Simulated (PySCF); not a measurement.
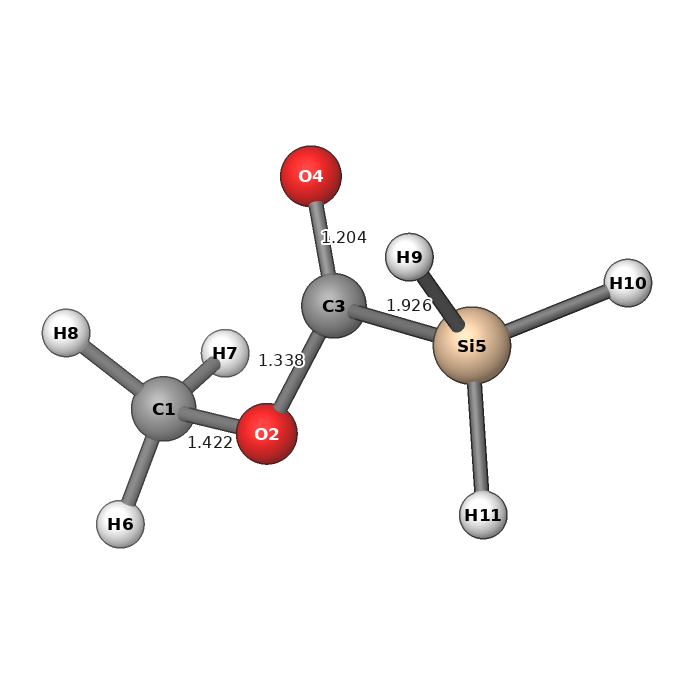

The numbers beside the sticks are distances in Å. Sticks don't show bond order. Computed geometry: PBE0-D3(BJ)/def2-SVP optimisation. No frequency run is at hand to confirm it as a minimum.

### Assign a bond order to each marked bond.

C1–O2 single; O2–C3 single; C3–O4 double; C3–Si5 single.

### Give the structure as SMILES.

COC(=O)[SiH3]
